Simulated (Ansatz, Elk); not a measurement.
# How far do independent atoms describe NiAg2S2?

Structure refinements treat a crystal as free atoms side by side. For a made-up structure of NiAg2S2 (cell and positions from a PBE relaxation) the runs below show what the calculated density changes in F(hkl).

Program: Elk 11.2.3 (patched build). Level of theory: DFT, PBE, all-electron APW+lo, Dirac cores, scalar-relativistic bands, static density, no spin. Results are calculated unless marked as measured.

The structure was built from a prototype and need not be the compound's stable phase.

### 1. The starting structure

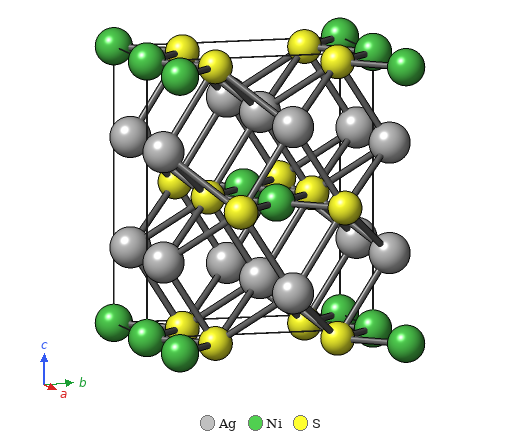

Start, viewed slightly off an axis; silver light grey, nickel green, sulfur yellow. 2×1×1 cells are drawn. This picture shows the conventional cell, with its axes. Some periodic images of atoms are drawn too.

### 2. Ground state and structure factors

An all-electron density is needed, since X-rays see the cores too. Task 0 finds the density and task 195 Fourier-transforms it; tshift is off so that phases refer to the origin typed.

Input file elk.in:

```
tasks
  0
  195

xctype
  20

spinpol
  .false.

rgkmax
  7.0

gmaxvr
  14.0

lmaxo
  7

lmaxapw
  8

swidth
  0.002

tshift
  .false.

ramdisk
  .false.

hmaxvr
  5.5

maxscl
  120

epspot
  1e-06

sppath
  './'

avec
  -3.06126911291 6.32484880727 7.47973554383
  3.06126911291 -6.32484880727 7.47973554383
  3.06126911291 6.32484880727 -7.47973554383

atoms
  3
  'Ag.in'
  2
  0.3004451820 0.8004451820 0.5000000000   0.000000 0.000000 0.000000
  0.6995548180 0.1995548180 0.5000000000   0.000000 0.000000 0.000000
  'Ni.in'
  1
  -0.0000000000 0.0000000000 -0.0000000000   0.000000 0.000000 0.000000
  'S.in'
  2
  0.7702702670 0.5000000000 0.2702702670   0.000000 0.000000 0.000000
  0.2297297330 0.5000000000 0.7297297330   0.000000 0.000000 0.000000

ngridk
  8 8 8
```

Launch:

```bash
OMP_NUM_THREADS=4 elk
```

Numbers of over 12 decimals in the logs are rounded to 6 here.

The program printed:

```text
┌─────────────────────────┐
│ Elk code version 11.2.3 │
└─────────────────────────┘

All units are atomic (Hartree, Bohr, etc.)

┌─────────────────────────────────────────────────┐
│ Ground-state run starting from atomic densities │
└─────────────────────────────────────────────────┘

Lattice vectors :
  -3.061269113       6.324848807       7.479735544
   3.061269113      -6.324848807       7.479735544
   3.061269113       6.324848807      -7.479735544

Reciprocal lattice vectors :
  0.9382251255E-18  0.4967063639      0.4200138675
   1.026238641     -0.1330257031E-16  0.4200138675
   1.026238641      0.4967063639      0.8939528520E-17

Unit cell volume      :    579.2924821
Brillouin zone volume :   0.4281951192

Muffin-tin inner radius fraction :   0.1000000000E-01

Nuclei treated as point charges

Species : 1 (Ag)
 parameters loaded from : Ag.in
 name : silver
 nuclear charge    :   -47.00000000
 electronic charge :    47.00000000
 atomic mass :    196631.6998
 muffin-tin radius :    2.600000000
 number of radial points in muffin-tin :   1193
 inner part over the whole radius :   0.9869554211E-02
 number on inner part of muffin-tin    :    849
 approximate nuclear radius :   0.8648227117E-04
 number of mesh points to nuclear radius :    425
 atomic positions (lattice), magnetic fields (Cartesian) :
  1 :   0.30044518 -0.19955482  0.50000000    0.00000000  0.00000000  0.00000000
  2 :  -0.30044518  0.19955482  0.50000000    0.00000000  0.00000000  0.00000000

Species : 2 (Ni)
 parameters loaded from : Ni.in
 name : nickel
 nuclear charge    :   -28.00000000
 electronic charge :    28.00000000
 atomic mass :    106991.5231
 muffin-tin radius :    2.176138767
 number of radial points in muffin-tin :    993
 inner part over the whole radius :   0.9918871644E-02
 number on inner part of muffin-tin    :    699
 approximate nuclear radius :   0.7325707712E-04
 number of mesh points to nuclear radius :    337
 atomic positions (lattice), magnetic fields (Cartesian) :
  1 :   0.00000000  0.00000000  0.00000000    0.00000000  0.00000000  0.00000000

Species : 3 (S)
 parameters loaded from : S.in
 name : sulphur
 nuclear charge    :   -16.00000000
 electronic charge :    16.00000000
 atomic mass :    58450.91931
 muffin-tin radius :    1.994793870
 number of radial points in muffin-tin :    793
 inner part over the whole radius :   0.9993526804E-02
 number on inner part of muffin-tin    :    553
 approximate nuclear radius :   0.6195814986E-04
 number of mesh points to nuclear radius :    252
 atomic positions (lattice), magnetic fields (Cartesian) :
  1 :  -0.22972973  0.50000000  0.27027027    0.00000000  0.00000000  0.00000000
  2 :   0.22972973  0.50000000 -0.27027027    0.00000000  0.00000000  0.00000000

Total number of atoms per unit cell :    5
Total muffin-tin volume :    256.9096325
 ratio of muffin-tin to unit cell volume :   0.4434886356

Spin treatment :
 spin-unpolarised

Number of Bravais lattice symmetries :    8
Number of crystal symmetries         :    8
Crystal has inversion symmetry
Real symmetric eigensolver will be used

k-point grid :      8     8     8
k-point offset :    0.000000000       0.000000000       0.000000000
k-point set is reduced with full crystal symmetry group
Total number of k-points :       95

Muffin-tin radius times maximum |G+k| :    7.000000000
 using average radius
Maximum |G+k| for APW functions       :    3.079433592
Maximum (1/2)|G+k|²                   :    4.741455623
Maximum |G| for potential and density :    14.00000000
Constant for pseudocharge density :    9
 order of it for each species :   16  16  16
 order of it for pair densities of each species (exact exchange by exxq0 0: 17) :   13   8   6
Radial integration step length :    1

G-vector grid sizes :     48    48    48
Number of G-vectors :    26817

Maximum angular momentum used for
 APW functions            :    8
 outer part of muffin-tin :    7
 inner part of muffin-tin :    2

Total nuclear charge    :   -154.0000000
[...]
electron entropic           :    -0.11229260892773E-02
 total energy                :     -12955.049996694

Density of states at Fermi energy :    84.59172337
 (states/Hartree/unit cell)

Estimated indirect band gap :   0.5538726010E-03
 from k-point 85 to k-point 31
Estimated direct band gap   :   0.7079240420E-02
 at k-point 61

Charges :
 core                        :    88.00000000
 valence                     :    66.00000000
 interstitial                :    7.920955820
 muffin-tins (core leakage)
  species : 1 (Ag)
   atom 1                    :    45.25060325     ( -0.3322449409E-06)
[...]
species : 2 (Ni)
[...]
species : 3 (S)
[...]
total in muffin-tins        :    146.0790442
 total calculated charge     :    153.9984472
 total charge                :    154.0000000
 error                       :   0.1552818016E-02

RMS change in Kohn-Sham potential (target) :   0.5215652514     (  0.1000000000E-05)
Absolute change in total energy (target)   :   0.5477386587     (  0.1000000000E-03)

[... loops 3 to 15 left out ...]

┌──────────────────┐
│ Loop number : 16 │
└──────────────────┘

Energies :
 Fermi                       :     0.217453
 sum of occupied eigenvalues :     -7687.5999930455
 electron kinetic            :      13473.407267421
 core electron kinetic       :      12895.669699598
 Coulomb                     :     -26013.340248247
 Coulomb potential           :     -20622.005631232
 nuclear-nuclear             :     -1551.4319279652
 electron-nuclear            :     -28341.352760803
 Hartree                     :      3879.4444405210
 Madelung                    :     -15702.337432631
 xc potential                :     -539.00162923452
 exchange                    :     -406.24682957226
 correlation                 :     -7.646759
 electron entropic           :    -0.63033047887088E-03
 total energy                :     -12953.827199406

Density of states at Fermi energy :    47.41868646
 (states/Hartree/unit cell)

Estimated indirect band gap :   0.2638657191E-03
 from k-point 73 to k-point 47
Estimated direct band gap   :   0.1219346406E-01
 at k-point 26

Charges :
 core                        :    88.00000000
 valence                     :    66.00000000
 interstitial                :    7.855368547
 muffin-tins (core leakage)
  species : 1 (Ag)
[...]
species : 2 (Ni)
[...]
species : 3 (S)
[...]
total in muffin-tins        :    146.1446315
 total calculated charge     :    153.9984131
 total charge                :    154.0000000
 error                       :   0.1586921815E-02

RMS change in Kohn-Sham potential (target) :   0.9094299961E-06 (  0.1000000000E-05)
Absolute change in total energy (target)   :   0.9150139340E-04 (  0.1000000000E-03)

Convergence targets achieved

┌──────────────────┐
│ Loop number : 17 │
└──────────────────┘

Energies :
 Fermi                       :     0.217453
 sum of occupied eigenvalues :     -7687.5999711962
 electron kinetic            :      13473.407266927
 core electron kinetic       :      12895.669685468
 Coulomb                     :     -26013.340228251
 Coulomb potential           :     -20622.005628269
 nuclear-nuclear             :     -1551.4319279652
 electron-nuclear            :     -28341.352724009
 Hartree                     :      3879.4444237230
 Madelung                    :     -15702.337414116
 xc potential                :     -539.00160985439
 exchange                    :     -406.24682863054
 correlation                 :     -7.646759
 electron entropic           :    -0.63033128342931E-03
 total energy                :     -12953.827178992

Density of states at Fermi energy :    47.41873081
 (states/Hartree/unit cell)

Estimated indirect band gap :   0.2638660681E-03
 from k-point 73 to k-point 47
Estimated direct band gap   :   0.1219340634E-01
 at k-point 26

Charges :
 core                        :    88.00000000
 valence                     :    66.00000000
 interstitial                :    7.855369713
 muffin-tins (core leakage)
  species : 1 (Ag)
[...]
species : 2 (Ni)
   atom 1                    :    26.84392938     (  0.9172964106E-03)
  species : 3 (S)
   atom 1                    :    13.84887309     (  0.2727576325E-03)
   atom 2                    :    13.84887309     (  0.2727576325E-03)
 total in muffin-tins        :    146.1446303
 total calculated charge     :    153.9984131
 total charge                :    154.0000000
 error                       :   0.1586921692E-02

┌──────────────────────────────┐
│ Self-consistent loop stopped │
└──────────────────────────────┘

Warning : core states of species 2 leak from the muffin-tin :   0.9172964106E-03

Warning : core states of species 3 leak from the muffin-tin :   0.2727576325E-03

Wrote STATE.OUT
```

The job ended after 73 s (4 threads of Intel Xeon Platinum 8488C (Sapphire Rapids), shared host; peak memory 0.29 GiB; 4.2 min of CPU time).

SFACRHO.OUT:

```text

h k l indices transformed by vhmat matrix:
   1.000000000       0.000000000       0.000000000    
   0.000000000       1.000000000       0.000000000    
   0.000000000       0.000000000       1.000000000    

      h      k      l  multipl.   |H|            Re(F)            Im(F)           |F|

      0      0      0      1   0.0000000       154.00000      0.57679220E-16   154.00000    
      0     -1      1      4  0.65048356       2.3248078      0.16078596E-13   2.3248078    
      1      1     -1      2  0.84002773      -16.424543     -0.56764436E-13   16.424543    
     -1      1     -1      2  0.99341273       81.667490      0.67329122E-13   81.667490    
      0      1      0      4   1.1088631       24.089405      0.15315898E-13   24.089405    
      0      0     -1      4   1.1401241      -59.139256     -0.10049123E-13   59.139256    
      0      2     -2      4   1.3009671      -61.167148     -0.62304561E-13   61.167148    
     -1     -2      2      4   1.3544084       86.350192     -0.92451929E-13   86.350192    
     -1     -1      2      8   1.4161672       78.966184     -0.10049123E-13   78.966184    
     -2      1      0      8   1.4887734       64.520207      0.70343859E-14   64.520207    
      2     -1      1      4   1.5481817      -9.2697997      0.25122807E-13   9.2697997    
      2      1     -2      4   1.6250756      -57.193965     -0.32382319E-13   57.193965    
     -2     -2      2      2   1.6800555       60.742392      0.17086693E-14   60.742392    
     -1      1     -2      4   1.8093150      -41.125247     -0.89437192E-13   41.125247    
      3      0     -1      8   1.9046626      -16.970446     -0.79388069E-13   16.970446    
      0     -3      3      4   1.9514507       65.220389     -0.12561403E-12   65.220389    
      3      1     -1      4   1.9517826       20.685033      0.41452631E-13   20.685033    
      2     -2      2      2   1.9868255       99.269456     -0.10049123E-12   99.269456
```

Elk indexes on the primitive cell of elk.in and gives |H| = 4π sin θ/λ in inverse bohr. Below, one row stands for each form hkl of the conventional cell (m members, Friedel mates merged), F is for one primitive cell and the density is static (no thermal factor). Free-atom factors are Waasmaier and Kirfel's, and R is Σm||F|−|F'||/Σm|F|.

```
hkl  m  sin θ/λ (Å⁻¹)  abs F, DFT  neutral atoms   diff.
011  4          0.098       2.325          2.033  +0.292
002  2          0.126      16.424         17.005  -0.580
020  2          0.149      81.668         81.988  -0.320
101  4          0.167      24.089         24.260  -0.170
110  4          0.172      59.139         59.606  -0.467
022  4          0.196      61.167         61.331  -0.164
013  4          0.204      86.350         86.566  -0.216
112  8          0.213      78.966         79.181  -0.215
121  8          0.224      64.520         64.532  -0.012
031  4          0.233       9.270          9.246  +0.024
103  4          0.244      57.194         57.310  -0.116
004  2          0.253      60.742         60.962  -0.220
130  4          0.272      41.125         41.142  -0.017
123  8          0.286      16.970         16.888  +0.083
033  4          0.293      65.220         65.438  -0.217
024  4          0.293      20.685         20.776  -0.091
040  2          0.299      99.269         99.516  -0.247
132  8          0.300      77.511         77.679  -0.168
114  8          0.305       3.045          2.930  +0.116
200  2          0.309      99.922        100.157  -0.235
211  8          0.324       0.534          0.683  -0.149
042  4          0.324      17.272         17.141  +0.132
```

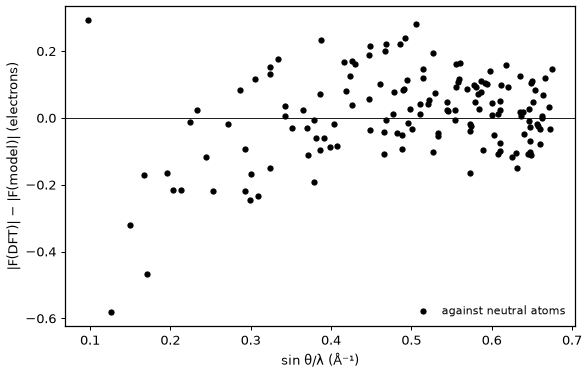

Difference between the calculated structure factors and the independent-atom ones.

### 3. The highest occupied states alone

An energy window below the Fermi level keeps the highest occupied states, to see at which angles they scatter; shallow core shells can lie inside it and anion s states outside. No new self-consistency is needed.

Edit elk.in of step 2 so:

```diff
@@ -1,3 +1,2 @@
 tasks
-  0
   195
@@ -40,2 +39,5 @@
 
+wsfac
+  -0.333790 0.517450
+
 sppath
```

Launch:

```bash
OMP_NUM_THREADS=4 elk
```

The program printed:

```text
┌─────────────────────────────────┐
│ Elk code version 11.2.3 started │
└─────────────────────────────────┘

Info(readinput): the functional depends on the density's gradient
 muffin-tin radial points multiplied by    2.00000
 (not where nrmtscf is given)

┌────────────────────┐
│ Current task : 195 │
└────────────────────┘
Info(checkmt): changed muffin-tin radius of species 2 (Ni) from   2.4000 to   2.1761
Info(checkmt): changed muffin-tin radius of species 3 (S) from   2.2000 to   1.9948

Info(sfacrho): density structure factors written to SFACRHO.OUT

 Energy window :  -0.3337900000      0.5174500000

┌──────────────────┐
│ Elk code stopped │
└──────────────────┘
```

Wall time 8.7 s (4 threads); peak memory 0.16 GiB; 15 s of CPU time.

States within 15 eV below the Fermi level hold 44.00 electrons; any levels below the window count with the cores. Their amplitudes can exceed the total, where window and core parts have opposite phase:

```
hkl  sin θ/λ (Å⁻¹)  abs F, window  abs F, all
011          0.098          4.191       2.325
002          0.126          2.647      16.424
020          0.149         14.911      81.668
101          0.167          5.370      24.089
110          0.172          6.086      59.139
022          0.196          6.021      61.167
013          0.204         14.159      86.350
112          0.213         12.642      78.966
121          0.224         10.412      64.520
031          0.233          1.725       9.270
```

### 4. Another functional

The difference from free atoms is small, so it is set against the change that PBEsol makes.

Edit elk.in of step 3 so:

```diff
@@ -1,2 +1,3 @@
 tasks
+  0
   195
@@ -4,3 +5,3 @@
 xctype
-  20
+  22
 
@@ -39,5 +40,2 @@
 
-wsfac
-  -0.333790 0.517450
-
 sppath
```

Launch:

```bash
OMP_NUM_THREADS=4 elk
```

The program printed:

```text
┌─────────────────────────┐
│ Elk code version 11.2.3 │
└─────────────────────────┘

All units are atomic (Hartree, Bohr, etc.)

┌─────────────────────────────────────────────────┐
│ Ground-state run starting from atomic densities │
└─────────────────────────────────────────────────┘

Lattice vectors :
  -3.061269113       6.324848807       7.479735544
   3.061269113      -6.324848807       7.479735544
   3.061269113       6.324848807      -7.479735544

Reciprocal lattice vectors :
  0.9382251255E-18  0.4967063639      0.4200138675
[...]
species : 3 (S)
   atom 1                    :    13.82389841     (  0.2745289113E-03)
   atom 2                    :    13.82389841     (  0.2745289113E-03)
 total in muffin-tins        :    146.0914353
 total calculated charge     :    153.9983910
 total charge                :    154.0000000
 error                       :   0.1608951189E-02

┌──────────────────────────────┐
│ Self-consistent loop stopped │
└──────────────────────────────┘

Warning : core states of species 2 leak from the muffin-tin :   0.9355069259E-03

Warning : core states of species 3 leak from the muffin-tin :   0.2745289113E-03

Wrote STATE.OUT
[key lines of the parts left out:]
total energy                :     -12946.267588444
```

It took 74 s on 4 threads; peak memory 0.26 GiB.

Against the first run R = 0.03 %; the largest change is -0.054 at 022.

### 5. Basis size

A smaller basis shows how fast F responds to it; the change is likely larger than the basis error of the first run, but doesn't show convergence.

Edit elk.in of step 4 so:

```diff
@@ -5,3 +5,3 @@
 xctype
-  22
+  20
 
@@ -11,3 +11,3 @@
 rgkmax
-  7.0
+  5.5
```

Launch:

```bash
OMP_NUM_THREADS=4 elk
```

The program printed:

```text
┌─────────────────────────┐
│ Elk code version 11.2.3 │
└─────────────────────────┘

All units are atomic (Hartree, Bohr, etc.)

┌─────────────────────────────────────────────────┐
│ Ground-state run starting from atomic densities │
└─────────────────────────────────────────────────┘

Lattice vectors :
  -3.061269113       6.324848807       7.479735544
   3.061269113      -6.324848807       7.479735544
   3.061269113       6.324848807      -7.479735544

Reciprocal lattice vectors :
  0.9382251255E-18  0.4967063639      0.4200138675
[...]
species : 3 (S)
   atom 1                    :    13.79930636     (  0.2707095190E-03)
   atom 2                    :    13.79930636     (  0.2707095190E-03)
 total in muffin-tins        :    145.8883711
 total calculated charge     :    153.9984972
 total charge                :    154.0000000
 error                       :   0.1502801716E-02

┌──────────────────────────────┐
│ Self-consistent loop stopped │
└──────────────────────────────┘

Warning : core states of species 2 leak from the muffin-tin :   0.9163223663E-03

Warning : core states of species 3 leak from the muffin-tin :   0.2707095190E-03

Wrote STATE.OUT
[key lines of the parts left out:]
total energy                :     -12953.641216227
```

The job ended after 54 s (4 threads; peak memory 0.25 GiB; 3.1 min of CPU time).

Against the first run R = 0.06 %; the largest change is +0.084 at 204.

### 6. Settings against the effect

```
          run  R against the first run (%)  R against neutral atoms, low angle (%)  wall time
PBE, rgkmax 7                         0.00                                    0.35       73 s
       PBEsol                         0.03                                    0.39       74 s
   rgkmax 5.5                         0.06                                    0.39       54 s
```

### 7. Summary of results

* R against neutral atoms, sin θ/λ < 0.3 Å⁻¹: 0.35 %
* R against neutral atoms, 0.3 to 0.68 Å⁻¹: 0.25 %

**Reading.** Independent neutral atoms miss the calculated amplitudes by R = 0.35 % below 0.3 Å⁻¹ and 0.25 % from there to 0.68 Å⁻¹; by shells, 1.45 % below 0.15 Å⁻¹ (3 forms), 0.28 % 0.15 to 0.3 (14 forms), 0.27 % 0.3 to 0.45 (33 forms), 0.25 % above 0.45 (99 forms). Bonding, aspherical density and the tables' own atoms all enter these figures, and the runs don't part them. The largest change of an amplitude is -0.58 electrons, at 002. Weak lines can change much in proportion: 211 goes from 0.68 to 0.53. The window's part falls from 44.0 electrons at the origin to at most 2.71 between 0.45 and 0.68 Å⁻¹, where compact states inside the window still scatter. Below 0.3 Å⁻¹ the changes that finished (PBEsol and rgkmax 5.5) move F by R = 0.08 % at most, against the 0.35 % that separates it from free atoms. The k-mesh has no finished test. These runs have no spin, though d or f shells may be open. Part of the difference isn't bonding: the tables are fits to free atoms and ions calculated by other methods than this functional. Thermal motion, anomalous dispersion and extinction are left out.

[Logs are printed without paths, hosts, clocks, repeated set-up lines and the standing remarks that a program may print on its own settings, such as how far it seeks lower states.]

[Hosts, paths, dates, database ids (printed as entryN), source tags and the programs' standing remarks are cut or masked in the printed files.]
